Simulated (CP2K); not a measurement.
# C3H7BSi (SMILES B[SiH](C)C#C) at GFN2-xTB

Aim: the energy change on altering one bond length of C3H7BSi at GFN2-xTB, from 2 runs. Input form: an ASE script.

Program for the calculation: CP2K 2026.2.

1 further run of the same task is left out (set aside as unsound or not needed).

## 1. The structure to begin with

C3H7BSi has 12 atoms, charge 0, and is taken as a singlet. As SMILES, `B[SiH](C)C#C`. Geometry: a rough force-field guess.

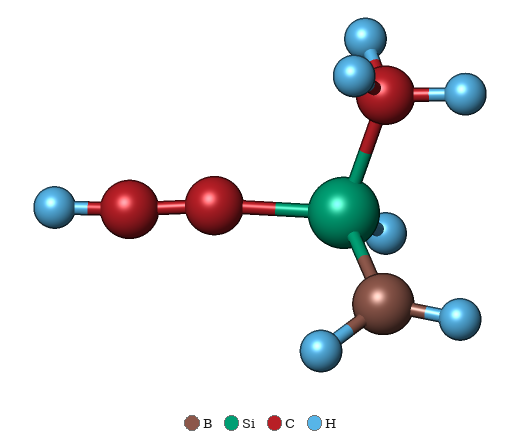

Viewed from a chosen angle; boron brown, silicon teal, carbon red, hydrogen blue.

## 2. Energy and gradient at GFN2-xTB

File molecule.xyz:

```xyz
12

B     -1.379300    -0.380000     1.331100
Si    -0.285700    -0.455400    -0.242200
C      1.431000    -0.838300     0.280700
C     -0.231100     1.141800    -1.132300
C     -0.318200     2.175500    -1.734700
H     -1.544800    -1.250800     2.034100
H     -1.974900     0.671600     1.560700
H     -0.731200    -1.501700    -1.134800
H      2.121700    -0.890600    -0.556700
H      1.480200    -1.806200     0.860400
H      1.823400    -0.035100     0.984400
H     -0.314100     3.114200    -2.216800
```

File run.py:

```python
import numpy as np
from ase.io import read
from ase.calculators.cp2k import CP2K

atoms = read("molecule.xyz")
atoms.set_cell([16.1, 16.9, 16.3])
atoms.center()
inp = """
&FORCE_EVAL
    METHOD QS
    &DFT
        &QS
            METHOD XTB
            EPS_DEFAULT 1.0E-10
            &XTB
                GFN_TYPE TBLITE
                &TBLITE
                    METHOD GFN2
                &END TBLITE
                CHECK_ATOMIC_CHARGES F
            &END XTB
        &END QS
        &POISSON
            PERIODIC NONE
            POISSON_SOLVER ANALYTIC
        &END POISSON
        &SCF
            SCF_GUESS ATOMIC
            EPS_SCF 1.0E-06
            MAX_SCF 150
            ADDED_MOS 4
            &DIAGONALIZATION
                ALGORITHM STANDARD
            &END DIAGONALIZATION
            &MIXING
                METHOD DIRECT_P_MIXING
                ALPHA 0.4
            &END MIXING
            &SMEAR ON
                METHOD FERMI_DIRAC
                ELECTRONIC_TEMPERATURE [K] 300
            &END SMEAR
        &END SCF
        &PRINT
            &MOMENTS
                PERIODIC F
                REFERENCE COM
                MAX_MOMENT 1
            &END MOMENTS
            &MO ON
                ENERGIES T
                OCCUPATION_NUMBERS T
                NDIGITS 6
                &EACH
                    QS_SCF 0
                &END EACH
                ADD_LAST NUMERIC
            &END MO
            &HIRSHFELD OFF
            &END HIRSHFELD
        &END PRINT
    &END DFT
    &SUBSYS
    &END SUBSYS
&END FORCE_EVAL
"""
cp2k = CP2K(command="cp2k.psmp -s", label="run", inp=inp, basis_set=None, basis_set_file=None, potential_file=None, pseudo_potential=None, xc=None, cutoff=None, max_scf=None, charge=None, uks=False,
            force_eval_method=None, print_level="LOW", poisson_solver=None, stress_tensor=False)
atoms.calc = cp2k
e = atoms.get_potential_energy()
f = atoms.get_forces()
print(f"energy = {e:.6f} eV")
print("forces (eV/angstrom):")
for s, v in zip(atoms.get_chemical_symbols(), f):
    print(f"{s:2s} {v[0]:10.5f} {v[1]:10.5f} {v[2]:10.5f}")
```

On the command line:

```
$ OMP_NUM_THREADS=1 python run.py
```

The program printed:

```text
energy = -349.000241 eV
forces (eV/angstrom):
B    -1.00921    1.95299    0.06217
Si   -1.10719   -0.07796    0.11837
C     2.12903   -0.27744    1.72949
C    -0.04329    0.20003   -0.36603
C     0.11003    0.52010   -0.17912
H    -0.13799   -0.72648    0.66668
H     0.48889   -1.02823   -0.01022
H    -0.13372   -0.40334   -0.66251
H     0.06368   -0.10889    0.14462
H     0.05356    0.98436   -0.69187
H    -0.36365   -0.94546   -0.80977
H    -0.05013   -0.08969   -0.00181
```

run.out, cut to the lines that bear on the results:

```text
CP2K| version string:                                       CP2K version 2026.2
[...]
 GLOBAL| Method name                                                        CP2K
[...]
 GLOBAL| Run type                                                   ENERGY_FORCE
[...]
 *** WARNING in qs_kind_types.F:2330 :: Information provided in the input ***
 *** file regarding BASIS for KIND <B> will be ignored!                   ***
 *** WARNING in qs_kind_types.F:2330 :: Information provided in the input ***
 *** file regarding BASIS for KIND <Si> will be ignored!                  ***
 *** WARNING in qs_kind_types.F:2330 :: Information provided in the input ***
 *** file regarding BASIS for KIND <C> will be ignored!                   ***
 *** WARNING in qs_kind_types.F:2330 :: Information provided in the input ***
 *** file regarding BASIS for KIND <H> will be ignored!                   ***
[...]
                             - Atoms:                                         12
[...]
                             - Spherical basis functions:                     32
[...]
 Number of electrons:                                                         26
[...]
  *** SCF run converged in    20 steps ***
[...]
  Fermi energy:                                                -0.31418753940867
[...]
 TB_DIPOLE| Moment [Debye]         -0.38891921      -0.34658018      -0.06608865
 TB_DIPOLE| Derivative [a.u.]       0.00000000       0.00000000       0.00000000
[...]
 ENERGY| Total FORCE_EVAL ( QS ) energy [hartree]            -12.825523436607618
[...]
```

Wall time 1.3 s (1 thread of Intel Xeon 6975P-C (Granite Rapids), shared host); peak memory 0.19 GiB.

## 3. The distorted shape at the same level

File molecule.xyz:

```xyz
12

B     -1.980143    -0.245986     1.148086
Si    -0.886543    -0.321386    -0.425214
C      1.431000    -0.838300     0.280700
C     -0.831943     1.275814    -1.315314
C     -0.919043     2.309514    -1.917714
H     -2.145643    -1.116786     1.851086
H     -2.575743     0.805614     1.377686
H     -1.332043    -1.367686    -1.317814
H      2.121700    -0.890600    -0.556700
H      1.480200    -1.806200     0.860400
H      1.823400    -0.035100     0.984400
H     -0.914943     3.248214    -2.399814
```

File cp2k_ase.py:

```python
import numpy as np
from ase.io import read
from ase.calculators.cp2k import CP2K

atoms = read("molecule.xyz")
atoms.set_cell([16.7, 17.1, 16.3])
atoms.center()
cp2k_input = """
&FORCE_EVAL
  METHOD QS
  &DFT
    CHARGE 0
    MULTIPLICITY 1
    &QS
      METHOD XTB
      EPS_DEFAULT 1.0E-10
      &XTB
        GFN_TYPE TBLITE
        &TBLITE
          METHOD GFN2
        &END TBLITE
        CHECK_ATOMIC_CHARGES F
      &END XTB
    &END QS
    &POISSON
      PERIODIC NONE
      POISSON_SOLVER ANALYTIC
    &END POISSON
    &SCF
      SCF_GUESS ATOMIC
      EPS_SCF 1.0E-06
      MAX_SCF 150
      ADDED_MOS 4
      &DIAGONALIZATION
        ALGORITHM STANDARD
      &END DIAGONALIZATION
      &MIXING
        METHOD DIRECT_P_MIXING
        ALPHA 0.4
      &END MIXING
      &SMEAR ON
        METHOD FERMI_DIRAC
        ELECTRONIC_TEMPERATURE [K] 300
      &END SMEAR
    &END SCF
    &PRINT
      &MOMENTS
        PERIODIC F
        REFERENCE COM
        MAX_MOMENT 1
      &END MOMENTS
      &MO ON
        ENERGIES T
        OCCUPATION_NUMBERS T
        NDIGITS 6
        &EACH
          QS_SCF 0
        &END EACH
        ADD_LAST NUMERIC
      &END MO
      &HIRSHFELD OFF
      &END HIRSHFELD
    &END PRINT
  &END DFT
  &SUBSYS
  &END SUBSYS
&END FORCE_EVAL
"""
cp2k = CP2K(command="cp2k.psmp -s", label="qs", inp=cp2k_input, basis_set=None, basis_set_file=None, potential_file=None, pseudo_potential=None, xc=None, cutoff=None, max_scf=None, charge=None, uks=False,
            force_eval_method=None, print_level="LOW", poisson_solver=None, stress_tensor=False)
atoms.calc = cp2k
e = atoms.get_potential_energy()
f = atoms.get_forces()
print(f"energy = {e:.6f} eV")
print("forces (eV/angstrom):")
for s, v in zip(atoms.get_chemical_symbols(), f):
    print(f"{s:2s} {v[0]:10.5f} {v[1]:10.5f} {v[2]:10.5f}")
```

On the command line:

```
$ OMP_NUM_THREADS=1 python cp2k_ase.py
```

The program printed:

```text
energy = -347.829406 eV
forces (eV/angstrom):
B    -0.50355    1.86494   -0.05052
Si    2.61257   -0.78588    1.36725
C    -1.08748    0.44443    0.91174
C     0.10639   -0.05903   -0.23126
C     0.13319    0.54049   -0.18925
H    -0.16360   -0.73831    0.63053
H     0.50407   -1.01152   -0.05481
H     0.12030   -0.37177   -0.58420
H    -0.43441   -0.00408   -0.07571
H    -0.40344    1.01777   -0.80089
H    -0.81730   -0.80512   -0.92387
H    -0.06675   -0.09192    0.00098
```

qs.out, cut to the lines that bear on the results:

```text
CP2K| version string:                                       CP2K version 2026.2
[...]
 GLOBAL| Method name                                                        CP2K
[...]
 GLOBAL| Run type                                                   ENERGY_FORCE
[...]
 *** WARNING in qs_kind_types.F:2330 :: Information provided in the input ***
 *** file regarding BASIS for KIND <B> will be ignored!                   ***
 *** WARNING in qs_kind_types.F:2330 :: Information provided in the input ***
 *** file regarding BASIS for KIND <Si> will be ignored!                  ***
 *** WARNING in qs_kind_types.F:2330 :: Information provided in the input ***
 *** file regarding BASIS for KIND <C> will be ignored!                   ***
 *** WARNING in qs_kind_types.F:2330 :: Information provided in the input ***
 *** file regarding BASIS for KIND <H> will be ignored!                   ***
[...]
                             - Atoms:                                         12
[...]
                             - Spherical basis functions:                     32
[...]
 Number of electrons:                                                         26
[...]
  *** SCF run converged in    23 steps ***
[...]
  Fermi energy:                                                -0.32215852371788
[...]
 TB_DIPOLE| Moment [Debye]         -1.20186352      -0.05654499      -0.47229932
 TB_DIPOLE| Derivative [a.u.]       0.00000000       0.00000000       0.00000000
[...]
 ENERGY| Total FORCE_EVAL ( QS ) energy [hartree]            -12.782496012158830
[...]
```

Run time: 1.3 s. Hardware: 1 thread of Intel Xeon 6975P-C (Granite Rapids), shared host; peak memory 0.19 GiB.

## 4. Results

At GFN2-xTB:

| quantity | value |
| --- | --- |
| first shape: total energy | -12.82552 Eh |
| first shape: dipole moment (from atomic charges alone) | 0.53 D |
| first shape: HOMO energy | -10.03 eV |
| first shape: LUMO energy | -7.65 eV |
| first shape: HOMO–LUMO gap | 2.38 eV |
| distorted shape: total energy | -12.78250 Eh |
| distorted shape: dipole moment (from atomic charges alone) | 1.29 D |
| distorted shape: HOMO energy | -9.65 eV |
| distorted shape: LUMO energy | -7.89 eV |
| distorted shape: HOMO–LUMO gap | 1.76 eV |
| energy change with the Si2–C3 bond stretched from 1.835 to 2.477 Å | 1.171 eV |

**Reading.** With the Si2–C3 bond stretched from 1.835 to 2.477 Å the energy rises by 1.17 eV (113 kJ/mol). The first shape isn't relaxed at this level, so the change isn't measured from a minimum. The dipole (first shape) comes from point charges on the atoms alone, without atomic dipoles, so it is partial. The dipole (distorted shape) comes from point charges on the atoms alone, without atomic dipoles, so it is partial.
